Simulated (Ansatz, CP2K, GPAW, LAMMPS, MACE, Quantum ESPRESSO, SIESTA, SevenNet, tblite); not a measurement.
**Other levels on glassy 38BaO-62TiO2 (mol %) (110 atoms)**

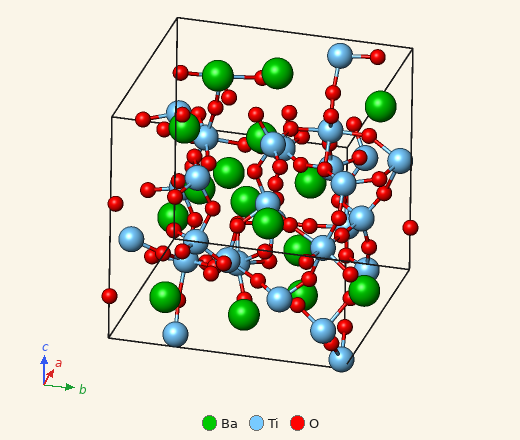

The cell (barium green, titanium blue, oxygen red). Bonds to atoms that aren't drawn are left out. Some periodic images of atoms are drawn too.

Density of this cell: 4.39 g/cm³. The cell holds 110 atoms: 16 Ba, 26 Ti and 68 O. Cell: a = 11.965 Å, b = 11.965 Å, c = 11.965 Å, α = 90.0°, β = 90.0°, γ = 90.0°. 110 atoms (16 Ba, 26 Ti, 68 O) placed at random at 4.67 g/cm³, melted at 4000 K for 10 ps at fixed volume with the Morse and Coulomb pair potential with partial charges (Pedone, Malavasi, Menziani, Cormack and Segre, J. Phys. Chem. B 110, 11780 (2006)). Quenched from 4000 K to 300 K at 20 K/ps and fixed volume, held 10 ps at zero pressure, then minimised at fixed cell.

Geometry: as built.

The reference, a calculation:

* method: Kohn-Sham DFT, PBE, PAW, plane waves (Ansatz 0.2.0); cutoff 420 eV, Γ point, fermi-dirac smearing of 0.05 eV; PAW set soft_2
* r.m.s. force component: 0.7786 eV/Å
* longest force: 2.495 eV/Å
* pressure: 4.206 GPa
* gap (highest filled to lowest empty level): 2.506 eV
* SCF cycles: 12
* time: 43 s on 4 threads of Arm Neoverse V2, shared host
* CPU time: 2.8 min

Runs, in no order:
A. MACE MP-0b3 medium potential: machine-learned interatomic potential MACE MP-0b3 medium, trained on PBE(+U) plane-wave data
B. GPAW PBE, LCAO dzp, h 0.18 Å: Kohn-Sham DFT, PBE, PAW, atomic orbitals (dzp)
C. QE PBE, sssp-1.3.0-efficiency, 60/480 Ry: Kohn-Sham DFT, PBE, SSSP efficiency 1.3.0 pseudopotentials, plane waves
D. CP2K PBE, DZVP-MOLOPT-SR, 800/50 Ry, diagonalisation: Kohn-Sham DFT, PBE, GTH-PBE pseudopotentials, Gaussian and plane waves, DZVP-MOLOPT-SR-GTH, diagonalisation
E. SIESTA PBE, DZP, shift 0.01 Ry, mesh 500 Ry: Kohn-Sham DFT, PBE, PseudoDojo 0.4.1 norm-conserving pseudopotentials (converted to PSML), numerical atomic orbitals (DZP), diagonalisation

**Question.** Rank the runs by how far their forces lie from the reference's, least first.

C, D, A, B, E.

```tsv
run	Δ force, r.m.s. (meV/Å)	share of r.m.s. force (%)	CPU time
C. QE PBE, sssp-1.3.0-efficiency, 60/480 Ry	19.8	2.54	36 min
D. CP2K PBE, DZVP-MOLOPT-SR, 800/50 Ry, diagonalisation	65.0	8.34	8.6 min
A. MACE MP-0b3 medium potential	103	13.3	7.6 s
B. GPAW PBE, LCAO dzp, h 0.18 Å	165	21.3	19 min
E. SIESTA PBE, DZP, shift 0.01 Ry, mesh 500 Ry	244	31.4	7.6 min
```

Machine-learned potentials mimic data converged in k, so the reference's own k-point error enters their differences. The network of bonds at the start is that of the classical potential that made the cell, and needn't be the one that DFT or experiment would give. The electronic-structure runs sample only Γ, in a cell whose shortest periodic width is 12 Å.

[Logs are printed without paths, hosts, clocks, repeated set-up lines and the standing remarks that a program may print on its own settings, such as how far it seeks lower states.]

[Hosts, paths, dates, database ids (printed as entryN), source tags and the programs' standing remarks are cut or masked in the printed files.]
